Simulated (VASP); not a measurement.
Band structure of InP (relaxed from the WC structure, space group P-6m2). Method: r2SCAN meta-GGA, VASP's PBE PAW potentials (set 64) (plane waves; VASP).

Unless said otherwise, spin-orbit coupling is left out, though it shifts the bands of the heavy elements here.

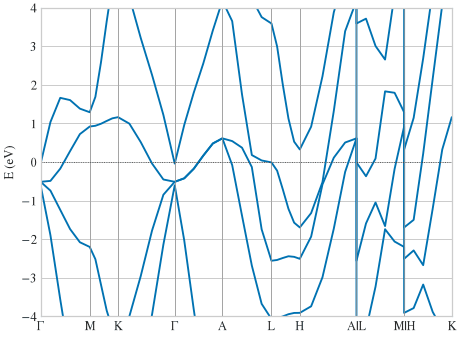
Fig. 1. Bands along high-symmetry lines, zero at the valence-band maximum or, without a gap, the Fermi level

Problem. Read the plot: is there a gap, and where are the band edges?

Solution. It has no gap at this level: it comes out as a metal or semimetal.

The structure was generated: InP was put into the WC type (P-6m2), which need not be its known phase. It was relaxed first, which changed the volume by +15 %.
